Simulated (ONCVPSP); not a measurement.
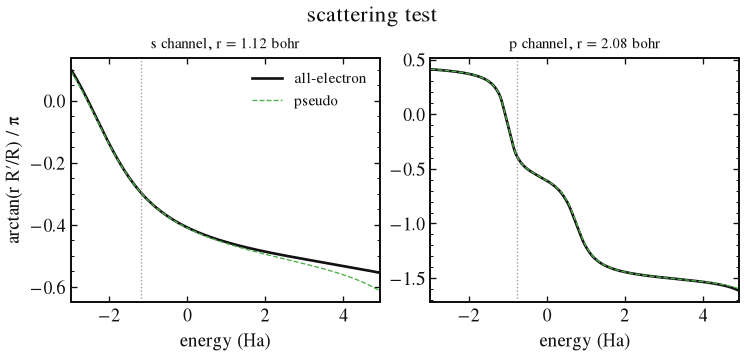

Unwrapped phase arctan(r R′/R) in units of π against energy, all-electron (solid) and pseudo (dashed); the pseudo phase is matched to the all-electron one at the reference energy. Here R(r) is the radial function. The dotted line marks the reference energy of the channel.

```yaml
element: N (Z = 7)
generator: ONCVPSP 4.0.1
type: optimised norm-conserving Vanderbilt (ONCV)
functional: PBE
relativity: scalar-relativistic
frozen_core: [He]
valence_charge: 5
reference_configuration: 2s2 2p2 (charge +1)
partial_waves: 2s: rc 1.10 bohr, ncon 4, nbas 9, qcut 6.1 1/bohr, local; 2p: rc 2.05 bohr, ncon 4, nbas 7, qcut 6.7 1/bohr, 2 projectors, debl 3.5 Ha
local_potential: the s channel
core_correction: Teter function, fcfact 2, rcfact 1.7
```

Over which energies does the pseudo-atom scatter like the all-electron atom (phases within 0.05 rad)?

Answer. s: up to about 3.1 Ha; p: up to about 4.9 Ha.

What does the plot say about ghosts?

Answer. The plot shows none: the two phases stay within 0.18 rad of each other in all channels drawn. The separate test gives: no bound ghost flagged; no localised positive-energy state flagged.
